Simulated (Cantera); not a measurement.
Input: 1 mol Na2CO3, 0.068 mol H2, 1 mol O2, held at 150000 Pa.

Equilibrium computed with Cantera from the NASA thermochemical tables; the gas is ideal and each condensed phase is pure. Candidate condensed phases: C, C6H6, C7H8, C8H18, H2O, Na, NaOH, NaO2, Na2CO3, Na2O, Na2O2; 117 gas species. Rates play no part.

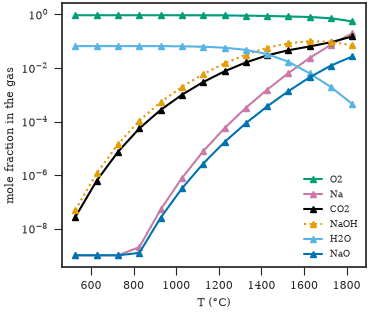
*Equilibrium gas composition (values under 1e-9 drawn at 1e-9)*

From 527 °C to 827 °C the condensed part is Na2CO3(s). From 927 °C to 1827 °C the condensed part is Na2CO3(l). The main Na-bearing gas is NaOH at 527 °C and Na at 1827 °C.
